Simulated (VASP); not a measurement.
Consider the following.

```
CELL_PARAMETERS angstrom
      0.00000     3.41059     3.41059
      3.41059     0.00000     3.41059
      3.41059     3.41059     0.00000
ATOMIC_POSITIONS crystal
  Sr 0.00000 0.00000 0.00000
  Te 0.50000 0.50000 0.50000
```

These are RPBE GGA, VASP's PBE PAW potentials (set 64) (plane waves; VASP) values and carry that method's errors. Settings: 520 eV cut-off, 8×8×8 Γ-centred mesh, tetrahedra with Blöchl corrections, potentials Sr_sv Te.

Unless said otherwise, spin-orbit coupling is left out, though it shifts the bands of the heavy elements here.

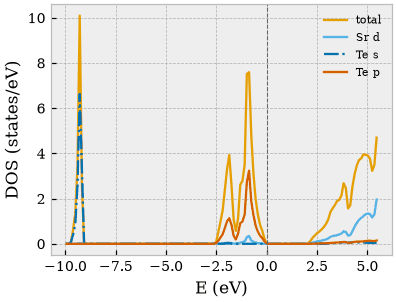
Fig. 1. Total and projected density of states, zero at the valence-band maximum

Within 2 eV below the valence-band maximum the largest weight inside VASP's projection spheres is Te p.

The gap is indirect, 1.97 eV, from the valence maximum at Γ to the conduction minimum at X.

The compound is SrTe in the rock salt structure. It was relaxed first, which changed the volume by +7 %.
